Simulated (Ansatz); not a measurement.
Reaction (SMILES): [SH] (SH) → H atom + S atom
B3LYP-D3(BJ)/def2-TZVP geometries, fixed; electronic energies without zero-point terms.
Largest species:
```
S
H 1 1.3473
```
Charge 0, spin multiplicity 2.

Basis-set convergence of the atomisation energy at B3LYP with Ansatz (a first-principles code). Cartesian d functions, on some or all atoms, in 6-31G**, 6-31+G*, 6-311G**, 6-311+G**; all else is spherical. The program fits the integrals of some runs and decomposes those of others, by size. Open shells are unrestricted. No added dispersion term, no relativity. Functions are those of the species that has most. Reference: the value in aug-cc-pV(5+d)Z, 88.35 kcal/mol. Deviations are taken from unrounded values.

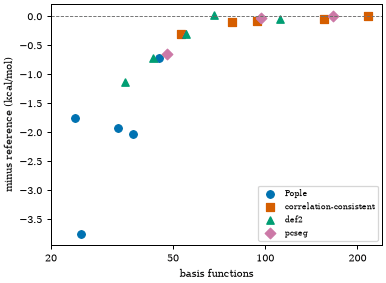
Figure. Deviation from the reference against the number of basis functions, by family of sets.

```csv
basis,functions,atomisation energy (kcal/mol),minus reference (kcal/mol)
6-31G**,24,86.59,-1.76
6-31+G*,25,84.59,-3.76
6-311G**,33,86.42,-1.92
def2-SVPD,35,87.21,-1.14
6-311+G**,37,86.33,-2.02
def2-TZVP,43,87.63,-0.72
"6-311++G(2d,2p)",45,87.62,-0.73
pcseg-2,48,87.69,-0.66
cc-pV(T+d)Z,53,88.05,-0.30
def2-TZVPD,55,88.04,-0.31
def2-TZVPPD,68,88.38,0.03
aug-cc-pV(T+d)Z,78,88.25,-0.10
cc-pV(Q+d)Z,94,88.27,-0.08
pcseg-3,97,88.32,-0.03
def2-QZVPPD,112,88.30,-0.05
cc-pV(5+d)Z,155,88.31,-0.04
pcseg-4,166,88.35,0.00
aug-cc-pV(5+d)Z,216,88.35,0.00
```
